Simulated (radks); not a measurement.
Computed with the in-house radial solver radks: scalar-relativistic Kohn-Sham, r2SCAN, spin-polarised, spherical densities, finite nucleus. The occupation of the 3p shell is varied from Ni⁺ ([Ne] 3s2 3p5 3d8 4s2 (high spin)) to Ni ([Ar] 3d8 4s2 (high spin)), with spherical fractional occupations. Wanted, and plotted below: the total energy less the straight line between the end points, and the eigenvalue of 3p↓ (the dashed line is minus the energy to take the whole electron out).

The curve is convex (below the straight line), with the largest deviation among the points computed, −1.97 eV, at 0.5. The end points differ by 79.7 eV, the energy to take the electron out. The eigenvalue, which is the slope of the energy (Janak's theorem), moves from −87.8 eV at 0 to −72.1 eV at 1; for a straight line it would stay constant, and a parabola would sag by an eighth of this change, scaled to a whole electron, 1.96 eV. Convexity is the mark of the delocalisation error, which puts fractional charges too low; for p, d and f shells the spherical spreading of the fraction adds to it. The shell lies under occupied ones, so the straight line is a guide here rather than an exact condition.

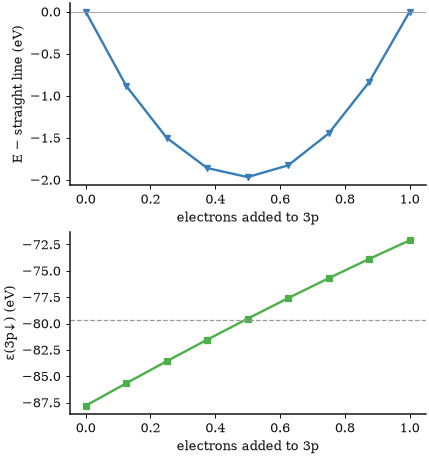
